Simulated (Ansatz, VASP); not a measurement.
# ZnGe: VASP beside Ansatz

Aim: how closely do two programs agree when they are given the same cell, functional and k mesh? The cell is invented: As first built, before any earlier steps moved the atoms (in the runner's words): it takes the TiZn structure with some of its atoms replaced by other elements, volume scaled by an estimate. It may not be a known or stable phase. The cell is taken from a series of VASP runs on this material, whose earlier steps may have relaxed, scaled or displaced it; both programs get it as it stands. Valence electrons are named where the data sets of a main pair hold unlike numbers.

Main program and level: Ansatz 0.2.0; plane waves, with VASP 6.6.1 beside it; band structure at HSE06.

## (1) The structure

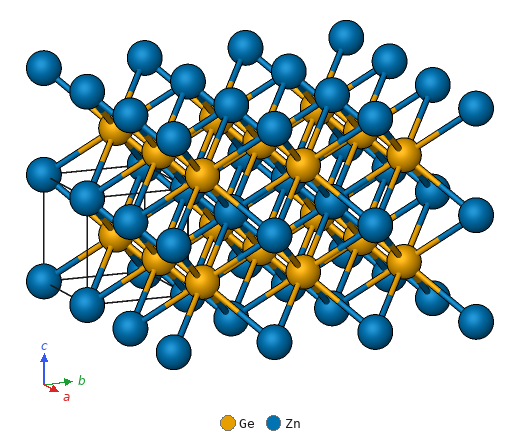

The starting structure, seen slightly off an axis (germanium orange, zinc blue). 3×3×2 cells are drawn. Some periodic images of atoms are drawn too.

Structure file:

```cif
data_structure
_symmetry_space_group_name_H-M 'P 1'
_symmetry_Int_Tables_number 1
_cell_length_a 3.2898
_cell_length_b 3.2898
_cell_length_c 3.2898
_cell_angle_alpha 90.000
_cell_angle_beta 90.000
_cell_angle_gamma 90.000
_cell_volume 35.60
loop_
_atom_site_label
_atom_site_type_symbol
_atom_site_fract_x
_atom_site_fract_y
_atom_site_fract_z
_atom_site_occupancy
Ge1 Ge 0.50000 0.50000 0.50000 1
Zn2 Zn 0.00000 0.00000 0.00000 1
```

## (2) Ansatz: band structure, HSE06

Ansatz runs on its default PAW (the set named soft_2) files.

With cell and atoms fixed, the geometry can't cause a difference; cores, projectors, grids and the points listed under the comparison can.

File input.yaml:

```yaml
crystal:
  lattice:
    - [3.2898053742, 0.0, 0.0]
    - [0.0, 3.2898053742, 0.0]
    - [0.0, 0.0, 3.2898053742]
  atoms:
    - { symbol: Ge, position: [0.5, 0.5, 0.5] }
    - { symbol: Zn, position: [0.0, 0.0, 0.0] }
hamiltonian:
  xc: { exchange: pbe, correlation: pbe, exx: { coeff: 0.25, omega: 0.2 } }
  pseudopotentials: { kind: paw }
kpoints:
  mp_grid: { grid: [4, 4, 4] }
  band_path:
    path:
      - [0.0, 0.0, 0.0]
      - [0.0, 0.27778, 0.0]
      - [0.0, 0.5, 0.0]
      - [0.33333, 0.5, 0.0]
      - [0.44444, 0.44444, 0.0]
      - [0.16667, 0.16667, 0.0]
      - [0.11111, 0.11111, 0.11111]
      - [0.38889, 0.38889, 0.38889]
      - [0.38889, 0.5, 0.38889]
      - [0.05556, 0.5, 0.05556]
      - [0.5, 0.5, 0.16667]
      - [0.5, 0.5, 0.5]
    npoints: 1
scf:
  occupations: { method: gaussian, width: 0.02 }
  n_extra_bands: 7
output:
  forces: true
  stress: true
  eigenvalues: true
  write_density: true
  write_potential: true
  elf: true
  volumetric_format: npy
```

Started as:

```bash
$ ansatz run input.yaml --threads 4 --pin off --max-ram 9216MiB --backend cpu --events-out ev --progress --plain --runs-dir out
```

Numbers of over 12 decimals in the logs are rounded to 6 here.

The program printed:

```text
Warning: output.stress: scf.convergence.dr2_threshold = 1e-7 eV (the SCF's general default) is looser than the 2e-10 eV advised for a printed stress (1e-10 eV for each atom of the cell: 2). What an SCF threshold leaves in a stress goes as its square root, and in the free energy as the threshold itself, and one threshold admits the most on a small cell: [figures from the program's tests cut] Set scf.convergence.dr2_threshold to 2e-10 eV or tighter. The threshold is an SCF's pass mark: one that does not reach it within its budget of iterations ends unconverged, or closes short of it on a stop that the run arms, and scf.convergence.dr2_threshold's page says what that costs each kind of run
Warning: output.stress: scf.exx.energy_threshold = 1e-6 eV is looser than the 2e-8 eV advised for a stress under a hybrid functional (1e-8 eV for each atom of the cell: 2). Every SCF of the exchange loop can meet its threshold on dr2 while the loop round them stops early: no threshold on dr2 bounds what that leaves in the stress. Set scf.exx.energy_threshold to 2e-8 eV or tighter. The threshold is the loop's pass mark: a loop that does not reach it within its budget of cycles ends unconverged, and scf.exx.energy_threshold's page has the law
scf.n_extra_bands = 7 over 13 filled bands (N_el = 26.0): the run solves 20 bands
Engine: ansatz 0.2.0, aarch64-unknown-linux-gnu
Pseudopotentials: kind: paw
Pseudopotential: Ge, paw, valence charge 14, recommended cutoff 420 eV (normal), Ge.paw.azcp
Pseudopotential: Zn, paw, valence charge 12, recommended cutoff 420 eV (normal), Zn.paw.azcp
Functional definition: unnamed
  parameter a_1 = 0.25
  parameter omega_1 = 0.2/angstrom
  exchange = pbe_x + (-a_1)*pbe_x_sr(omega_1) + a_1*exact_x_sr(omega_1)
  correlation = pbe_c
Crystal: 2 atoms, lattice volume = 35.605 Å³
Basis set: ecut = 420 eV, 739 PW (Γ), exchange–correlation on 48×48×48 points (8 copies of the dense FFT grid, shifted against one another)
Bands: 20, of which v1, the nominal top of the filled ones, is band 13 counted from 1 (12 counted from 0)
Symmetry: 48 space group operations
Space group: Pm-3m (ITA 221), of the structure as read, at distance tolerance 3.3e-5 Å
k-points: 10 of 64
Non-local potential: Ge, projectors of the file, l = 0: 2, l = 1: 2, l = 2: 3, l = 3: 1
Non-local potential: Zn, projectors of the file, l = 0: 2, l = 1: 2, l = 2: 3, l = 3: 1
PAW form: soft (Blöchl's): semilocal exchange-correlation on the pseudo side does not see the compensation charge
PAW frozen core: Ge, regenerated for the run's functional, and the local potential with it (the file was generated under x = pbe(κ = 0.804, μ = 0.219515), c = pbe(β = 0.066725))
PAW frozen core: Zn, regenerated for the run's functional, and the local potential with it (the file was generated under x = pbe(κ = 0.804, μ = 0.219515), c = pbe(β = 0.066725))
PAW one-centre angular grid: Ge, 590 points (default); XC on 64 Gauss nodes
PAW one-centre angular grid: Zn, 590 points (default); XC on 64 Gauss nodes
Initial density: superposition of atomic densities (neutral atoms: chi_scale 0, normalization atom), corrected by the library's trained network
Initial wavefunctions: pseudopotential atomic-orbital guess
Functional: x = pbe(κ = 0.804, μ = 0.219515), c = pbe(β = 0.066725), warm-up for x = pbe(κ = 0.804, μ = 0.219515) + 0.25 (exact − pbe) at short range (hse, ω = 0.2 Å⁻¹), c = pbe(β = 0.066725)
SCF iter   1: F=—  HF=-7613.643289 eV  |F-HF|=—  |Δ(HF+E_count)|=         —  Δρ=3.60e-3  dr2=1.96e-3  ethr=1.77e-3  ⟨swp⟩=9.0  Hψ=879  notcnv=0
preconditioner: auto → none  [insulator: Δε(μ)=0.187 eV  Ē_g=21.160 eV  σ=0.020 eV  W_gap=0.58  n_scr=6 (ndim 8)  ℏωp=31.7 eV  f_vac=0.000  D(μ)=10.35/eV (n_scr^D=250)]
SCF iter   2: F=—  HF=-7613.642871 eV  |F-HF|=—  |Δ(HF+E_count)|=   4.18e-4  Δρ=9.41e-4  dr2=4.41e-4  ethr=7.54e-6  ⟨swp⟩=4.7  Hψ=560  notcnv=0  defer=1
SCF iter   3: F=—  HF=-7613.642692 eV  |F-HF|=—  |Δ(HF+E_count)|=   1.79e-4  Δρ=8.66e-4  dr2=1.02e-4  ethr=1.70e-6  ⟨swp⟩=4.0  Hψ=473  notcnv=0
SCF iter   4: F=—  HF=-7613.642678 eV  |F-HF|=—  |Δ(HF+E_count)|=   1.34e-5  Δρ=3.88e-4  dr2=2.03e-5  ethr=3.94e-7  ⟨swp⟩=2.0  Hψ=330  notcnv=0
iter 5 solved again at ethr=1.60e-9 eV; its pass at ethr=7.83e-8 eV (dr2=4.16e-7 eV) is discarded
SCF iter   5: F=—  HF=-7613.642678 eV  |F-HF|=—  |Δ(HF+E_count)|=   1.26e-7  Δρ=3.40e-5  dr2=3.87e-7  ethr=1.60e-9  ⟨swp⟩=3.0  Hψ=774  notcnv=0
SCF iter   6: F=—  HF=-7613.642678 eV  |F-HF|=—  |Δ(HF+E_count)|=   3.09e-7  Δρ=2.85e-5  dr2=1.62e-7  ethr=1.49e-9  ⟨swp⟩=3.0  Hψ=395  notcnv=0
SCF iter   7: F=—  HF=-7613.642678 eV  |F-HF|=—  |Δ(HF+E_count)|=   3.61e-8  Δρ=1.43e-5  dr2=3.86e-8  ethr=6.24e-10  ⟨swp⟩=2.0  Hψ=330  notcnv=0
SCF iter   8: F=-7613.642678 eV  HF=-7613.642678 eV  |F-HF|=2.35e-10  |Δ(HF+E_count)|=   5.28e-9  Δρ=9.98e-7  dr2=1.63e-10  ethr=1.49e-10  ⟨swp⟩=3.0  Hψ=381  notcnv=0
SCF 1 converged in 8 iterations: F = -7613.642678 eV  dr2 = 1.63e-10
  greatest PAW one-centre occupation: 0.998 electrons in one spin orbital (limit 2), on the Ge atom at site 0 (counted from 0), in its partial waves of l = 2
Initial density: handed on by an earlier stage of this run
Initial wavefunctions: those handed on with the density
Functional: x = pbe(κ = 0.804, μ = 0.219515) + 0.25 (exact − pbe) at short range (hse, ω = 0.2 Å⁻¹), c = pbe(β = 0.066725)
Exchange kernel: α = 0.2500, screened, ω = 0.2000 Å⁻¹, Wigner–Seitz truncation, v(0) = 1074.7023 eV·Å³, q-mesh 4×4×4, nearest image of the exchange supercell L = 13.16 Å, pair-density grid 15×15×15, without the augmentation charges, whose exchange is taken in its separable form by FFT convolution over the k-point mesh (sized by the pseudopotential files, 24×24×24 at the most), smooth part of the exact exchange by density-matrix convolution
Frozen-core exchange: fock
iter 1 solved again at ethr=3.85e-4 eV; its pass at ethr=1.00e-1 eV (dr2=1.00e-1 eV) is discarded
[...]
preconditioner: auto → none  [insulator: Δε(μ)=0.319 eV  Ē_g=24.554 eV  σ=0.020 eV  W_gap=0.58  n_scr=6 (ndim 8)  ℏωp=31.7 eV  f_vac=0.000  D(μ)=10.35/eV (n_scr^D=250)]
[...]
SCF iter   6: F=-7614.297069 eV  HF=-7614.297069 eV  |F-HF|=2.20e-7  |Δ(HF+E_count)|=   2.48e-6  Δρ=2.19e-5  dr2=5.59e-8  ethr=2.68e-8  ⟨swp⟩=3.5  Hψ=397  notcnv=0
SCF 2 converged in 6 iterations: F = -7614.297069 eV  dr2 = 5.59e-8
hybrid outer 1: dexx = +7.705e-3 eV, tail = 7.61e-3 eV
Exchange kernel: α = 0.2500, screened, ω = 0.2000 Å⁻¹, Wigner–Seitz truncation, v(0) = 1074.7023 eV·Å³, q-mesh 4×4×4, nearest image of the exchange supercell L = 13.16 Å, pair-density grid 15×15×15, without the augmentation charges, whose exchange is taken in its separable form by FFT convolution over the k-point mesh (sized by the pseudopotential files, 24×24×24 at the most), smooth part of the exact exchange by density-matrix convolution
Frozen-core exchange: fock
SCF iter   1: F=—  HF=-7614.305614 eV  |F-HF|=—  |Δ(HF+E_count)|=         —  Δρ=1.63e-3  dr2=3.93e-4  ethr=1.46e-4  ⟨swp⟩=2.0  Hψ=400  notcnv=0
preconditioner: auto → none  [insulator: Δε(μ)=0.313 eV  Ē_g=24.238 eV  σ=0.020 eV  W_gap=0.58  n_scr=6 (ndim 8)  ℏωp=31.7 eV  f_vac=0.000  D(μ)=10.35/eV (n_scr^D=250)]
SCF iter   2: F=—  HF=-7614.305474 eV  |F-HF|=—  |Δ(HF+E_count)|=   1.39e-4  Δρ=2.76e-4  dr2=2.09e-5  ethr=1.47e-6  ⟨swp⟩=3.4  Hψ=491  notcnv=0
SCF iter   3: F=-7614.305474 eV  HF=-7614.305474 eV  |F-HF|=1.37e-7  |Δ(HF+E_count)|=   5.82e-7  Δρ=3.88e-5  dr2=9.59e-6  ethr=4.39e-8  ⟨swp⟩=2.0  Hψ=330  notcnv=0
SCF 3 stopped early in 3 iterations: F = -7614.305474 eV  dr2 = 9.59e-6
hybrid outer 2: dexx = +7.285e-5 eV, tail = 2.14e-5 eV, Δε = 3.29e-2 eV (about 4.28e-3 eV left of the loop's levels)
Exchange kernel: α = 0.2500, screened, ω = 0.2000 Å⁻¹, Wigner–Seitz truncation, v(0) = 1074.7023 eV·Å³, q-mesh 4×4×4, nearest image of the exchange supercell L = 13.16 Å, pair-density grid 15×15×15, without the augmentation charges, whose exchange is taken in its separable form by FFT convolution over the k-point mesh (sized by the pseudopotential files, 24×24×24 at the most), smooth part of the exact exchange by density-matrix convolution
Frozen-core exchange: fock
SCF iter   1: F=—  HF=-7614.305544 eV  |F-HF|=—  |Δ(HF+E_count)|=         —  Δρ=1.50e-4  dr2=4.19e-6  ethr=4.12e-7  ⟨swp⟩=3.6  Hψ=477  notcnv=0
preconditioner: auto → none  [insulator: Δε(μ)=0.313 eV  Ē_g=24.219 eV  σ=0.020 eV  W_gap=0.58  n_scr=6 (ndim 8)  ℏωp=31.7 eV  f_vac=0.000  D(μ)=10.35/eV (n_scr^D=250)]
SCF iter   2: F=—  HF=-7614.305543 eV  |F-HF|=—  |Δ(HF+E_count)|=   1.72e-6  Δρ=2.20e-5  dr2=7.17e-7  ethr=1.37e-8  ⟨swp⟩=3.3  Hψ=445  notcnv=0
SCF iter   3: F=—  HF=-7614.305543 eV  |F-HF|=—  |Δ(HF+E_count)|=   5.69e-9  Δρ=2.11e-6  dr2=6.42e-7  ethr=3.04e-10  ⟨swp⟩=3.2  Hψ=346  notcnv=0
SCF iter   4: F=—  HF=-7614.305556 eV  |F-HF|=—  |Δ(HF+E_count)|=   1.30e-5  Δρ=2.46e-5  dr2=1.98e-7  ethr=1.83e-12  ⟨swp⟩=5.0  Hψ=781  notcnv=0
SCF iter   5: F=—  HF=-7614.305556 eV  |F-HF|=—  |Δ(HF+E_count)|=   1.07e-7  Δρ=8.31e-6  dr2=1.63e-8  ethr=1.83e-12  ⟨swp⟩=4.9  Hψ=641  notcnv=0
SCF iter   6: F=-7614.305556 eV  HF=-7614.305556 eV  |F-HF|=1.55e-10  |Δ(HF+E_count)|=   2.32e-9  Δρ=3.48e-6  dr2=5.93e-9  ethr=1.83e-12  ⟨swp⟩=3.9  Hψ=482  notcnv=0
SCF 4 converged in 6 iterations: F = -7614.305556 eV  dr2 = 5.93e-9
  Residual-converged pass: ⟨swp⟩=1.7  Hψ=209  notcnv=0  max |occ|·‖R‖ = 1.7e-6 eV (tolerance 2.4e-6 eV)  dr2=5.93e-9  dr2_onsite=3.67e-9  max |Δocc| = 0.0e0
hybrid outer 3: dexx = +1.185e-6 eV, tail = 2.31e-8 eV, Δε = 4.64e-3 eV (about 1.76e-4 eV left of the loop's levels)
NSCF: frozen V_eff on 12 k-points
hybrid SCF converged: 3 outer / 15 inner (+8 warm-up), last move |dexx| = 1.18e-6 eV, tail = 2.31e-8 eV
Stability not checked: this state was not tested for a lower state beside it, because the functional holds exact exchange (a hybrid, or Hartree-Fock), whose exchange loop this test does not read (fock_operator; see scf.lower_state_search)
Free energy (F): -7614.305556 eV
Frozen-core exchange: fock
Harris-Foulkes:  -7614.305556 eV  (|F-HF|=1.55e-10)
Internal energy: -7614.303486 eV  (E = F + TS)
E sigma→0 (E₀):  -7614.304521 eV
Entropy (-TS):   -0.002069 eV (-1.035 meV/atom)
Fermi energy:    9.856705 eV
--- Per-component energies (eV) ---
  E_band       = -139.082795
  E_kinetic    = 238.730086
  E_local      = -3735.057491  (includes V_loc(G=0)·N_el)
  E_nonlocal   = 1032.880700
  E_hartree    = 1609.123958
  E_xc         = -169.085516
  E_vxc        = -92.768830  (∫ρ·V_xc dr)
  E_exx        = -95.925850  (= α·E_x^exact, valence–valence)
  E_paw        = -3794.318419  (= ΣΔE_a)
  E_vpaw       = -609.266558  (= ΣTr[D̂ρ^β])
  E_aug_tail   = -0.000009  (compensation charges beyond the density's cutoff)
  E_ewald      = -2700.928461
  E_core_change = 0.277517  (= ΣΔE_core)
  E_smearing   = -0.002069  (= −TS)
  E_closure    = -0.000000  (closes the sum)
  Σ components = -7614.305556   (vs F -7614.305556, Δ=0.00e0)
--- Forces (eV/Å), atoms counted from 1 ---
  atom   1  Ge     0.00000000     0.00000000     0.00000000
  atom   2  Zn    -0.00000000    -0.00000000    -0.00000000
  max |Σ_I F_I| component: 5.52e-30 eV/Å
--- Stress (GPa, compression-positive) ---
       -1.490890      -0.000000       0.000000
       -0.000000      -1.490890       0.000000
        0.000000       0.000000      -1.490890
  P = ⅓ Tr σ = -1.4909 GPa (-14.909 kbar)
--- Band table (eV; the first three rows and the last of 10) ---
  k-point 0: bands = [... 9 lower, 0.9855, 0.9855, 11.9082, 11.9082, 11.9082, 12.9495, 16.8078, 16.8078, ... 3 higher]
  k-point 1: bands = [... 9 lower, 0.9100, 0.9902, 6.5052, 12.9253, 12.9253, 14.8578, 17.5270, 21.1992, ... 3 higher]
  k-point 2: bands = [... 9 lower, 0.8375, 0.9949, 2.9175, 14.7878, 14.7878, 16.7629, 17.9543, 17.9543, ... 3 higher]
  k-point 9: bands = [... 9 lower, 1.1067, 4.4729, 9.4455, 9.4455, 9.4455, 11.4188, 11.4188, 11.4188, ... 3 higher]
```

Elapsed: 20 s, on 4 threads of Arm Neoverse V2, shared host; peak memory 0.68 GiB; 71 s of CPU time.

(Continued in part 2 of 2.)

[Lines on the potential files, build, host, timing and source positions are cut from VASP's logs without a mark.]

[Logs are printed without paths, hosts, clocks, repeated set-up lines and the standing remarks that a program may print on its own settings, such as how far it seeks lower states.]

[Hosts, paths, dates, database ids (printed as entryN), source tags and the programs' standing remarks are cut or masked in the printed files.]
